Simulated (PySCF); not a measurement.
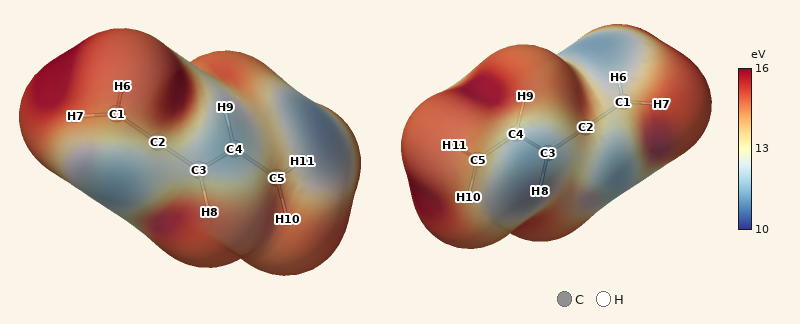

*C₅H₆, SMILES `C=C=CC=C`. Average local ionisation energy on the surface of electron density 0.001 a.u. (back view left, front view right).*

Method: ωB97X/def2-SVP; geometry: GFN2-xTB; program: PySCF. No frequency check shows the geometry to be a minimum.

Input script:

```python
import numpy as np
from pyscf import gto, scf, dft
from pyscf.scf import atom_ks, atom_hf
from scipy.linalg import block_diag

def solve(mol, dm0=None, hcore=None):
    mf = (dft.UKS if mol.spin else dft.RKS)(mol, xc='wb97x')
    mf.grids.level = 3
    mf = mf.density_fit(auxbasis='def2-universal-jkfit')
    mf.conv_tol, mf.max_cycle = 1e-8, 80
    if hcore is not None:
        mf.get_hcore = lambda *args: hcore
    mf.kernel(dm0)
    if not mf.converged:
        mf = mf.newton().run(mf.mo_coeff, mf.mo_occ, max_cycle=30)
    assert mf.converged, 'SCF not converged'
    return mf

mol = gto.M(atom='''
C     -2.47348     0.19674    -0.00003
C     -1.23494    -0.17158     0.00025
C      0.02072    -0.53028     0.00018
C      1.12468     0.40917     0.00025
C      2.40002     0.03878    -0.00024
H     -3.02154     0.35542     0.91508
H     -3.02082     0.35619    -0.91703
H      0.27669    -1.58307    -0.00018
H      0.85505     1.45713     0.00059
H      2.68753    -1.00018    -0.00074
H      3.20109     0.75752    -0.00022
''', basis='def2-svp', charge=0, spin=0, verbose=4)
mf = solve(mol)
mf.analyze()
# spherically averaged free atoms, for the promolecule
atm = atom_ks.get_atm_nrks(mol, xc='wb97x')
pro = block_diag(*[(atm[a[0]][2] * atm[a[0]][3]) @ atm[a[0]][2].T for a in mol._atom])
np.savez('result.npz', e=mf.e_tot, c=mf.mo_coeff, occ=mf.mo_occ, eps=mf.mo_energy, pro=pro, dip=mf.dip_moment(verbose=0), s2=mf.spin_square()[0])
```

Command:

```sh
OMP_NUM_THREADS=1 python input.py
```

The run took 11 s on 1 thread of Arm Neoverse V1, on a shared host, peak memory 0.43 GiB.

Partitions, critical points and surface values were worked out afterwards from this run's density.

Where are the most loosely bound electrons on this surface?

The lowest value is 10.9 eV, over C5, off the plane of its three bonds (2.1 Å), and at like points elsewhere. Further minima include 11.3 eV, over C1, off the plane of its three bonds (2.0 Å); 11.4 eV, off the C1–C2 bond (2.1 to 2.2 Å from its atoms). For comparison, the highest occupied orbital lies at −8.8 eV.

What volume does the surface enclose, and what is the dipole moment?

About 110 Å³; the dipole moment is 0.3 D.
